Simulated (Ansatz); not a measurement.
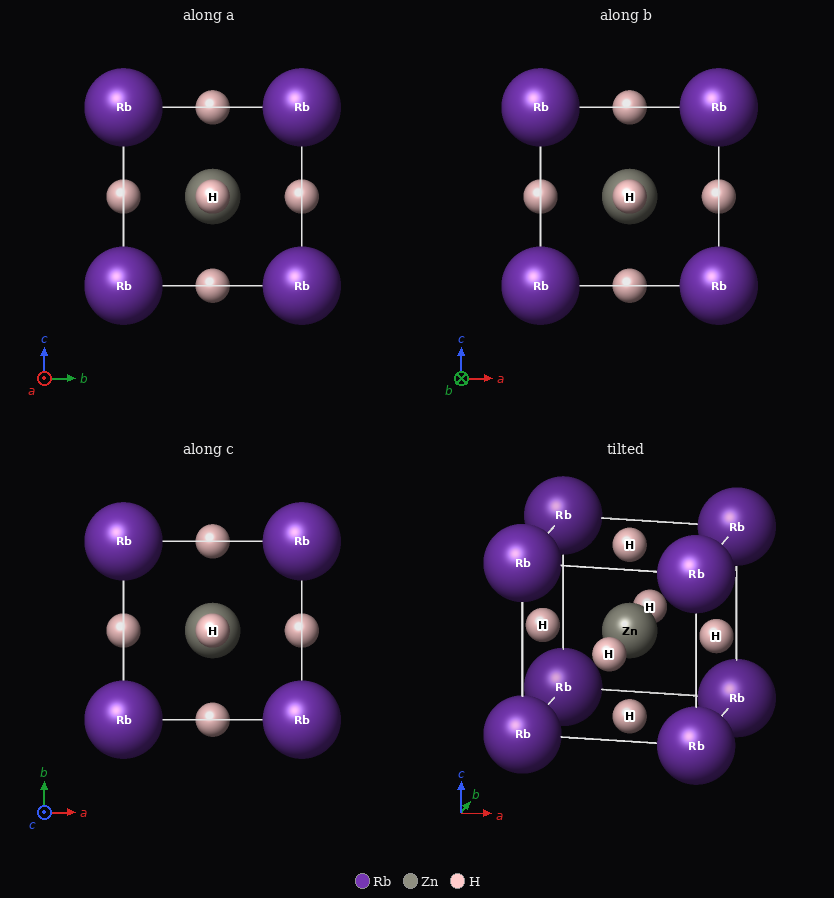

Structure drawing (spheres-only), viewed along the a axis, along the b axis, along the c axis and slightly off an axis. The conventional unit cell is outlined; an atom on or near a face, edge or corner is repeated at each equivalent position.

Lattice parameters: a = 3.905 Å, b = 3.905 Å, c = 3.905 Å, α = 90.00°, β = 90.00°, γ = 90.00°.

> Write down what is shown as a table of Wyckoff sites.

Space group Pm-3m (No. 221).
| atom | site | x | y | z |
| --- | --- | --- | --- | --- |
| Rb | 1a | 0.0000 | 0.0000 | 0.0000 |
| Zn | 1b | 0.5000 | 0.5000 | 0.5000 |
| H | 3c | 0.5000 | 0.5000 | 0.0000 |

Origin of the cell: a structure type filled with these elements by a generator (whether the compound takes this form wasn't checked). Earlier steps of the study may have refined or changed the cell and positions. It went into a calculation with Ansatz.
